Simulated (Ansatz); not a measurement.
**Run report: C₄H₄F₂, single-point calculation**

The run: single-point calculation of C₄H₄F₂, SMILES FC1=CCC1F. Method and program: RKS revPBE-d3bjatm/pcseg-2 (Ansatz 0.2.0).

The geometry comes from this level: PBE0-D4/def2-TZVP.

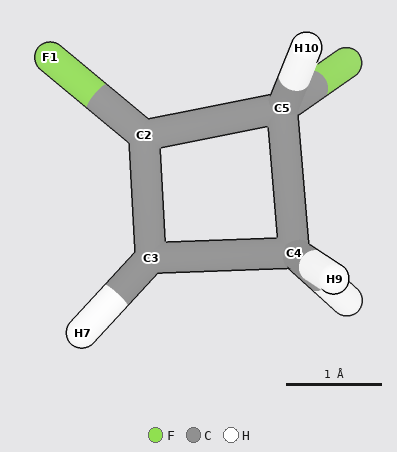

Figure 1. The structure (stick view, seen at a tilt; atoms are numbered from 1 in the order of the input).

**The input**
```yaml
crystal:
  periodic: [true, true, true]
  atoms:
    - {symbol: F, position_ang: [2.232380, 0.344084, -0.828730]}
    - {symbol: C, position_ang: [1.049374, 0.050892, -0.327155]}
    - {symbol: C, position_ang: [0.556461, -0.993138, 0.329510]}
    - {symbol: C, position_ang: [-0.812775, -0.349776, 0.439815]}
    - {symbol: C, position_ang: [-0.232043, 0.808460, -0.416677]}
    - {symbol: F, position_ang: [-0.259289, 2.051218, 0.166683]}
    - {symbol: H, position_ang: [0.945235, -1.955363, 0.631114]}
    - {symbol: H, position_ang: [-1.088909, -0.013520, 1.440369]}
    - {symbol: H, position_ang: [-1.645630, -0.892627, -0.013606]}
    - {symbol: H, position_ang: [-0.661706, 0.898669, -1.418325]}
basis:
  gaussian: {orbitals: pcseg-2}
hamiltonian: {xc: {name: revPBE}, dispersion: d3bjatm}
output: {forces: true}
```

Machine: 4 threads of Arm Neoverse V2, 23 GiB of memory available, shared host.

Run as:
```bash
ansatz run in.yaml --threads 4 --pin off --events-out ev --progress --plain --max-ram 10444MiB
```

**What the program printed**
```
Error: YAML parse error: error: line 2 column 3: crystal: missing field `lattice` (a structure is typed as `lattice` and `atoms`, a molecule's as `atoms` in Å alone, or read from a run's directory, `checkpoint`)
 --> <input>:2:3
  |
1 | crystal:
2 |   periodic: [true, true, true]
  |   ^ crystal: missing field `lattice` (a structure is typed as `lattice` and `atoms`, a molecule's as `atoms` in Å alone, or read from a run's directory, `checkpoint`)
3 |   atoms:
4 |     - {symbol: F, position_ang: [2.232380, 0.344084, -0.828730]}
  |
```

**What the run reported**

```csv
quantity,value
outcome,refused by the program
```

**Diagnosis**

The input was spoiled on purpose: periodic. The program refused the input: “YAML parse error: error: line 2 column 3: crystal: missing field `lattice` (a structure is typed as `lattice` and `atoms`, a molecule's as `atoms` in Å alone, or read from a run's directory, `checkpoint`) --> <input>:2:3 | 1 | crystal: 2 | periodic: [true, true, true] | ^ crystal: missing field `lattice` (a structure …”
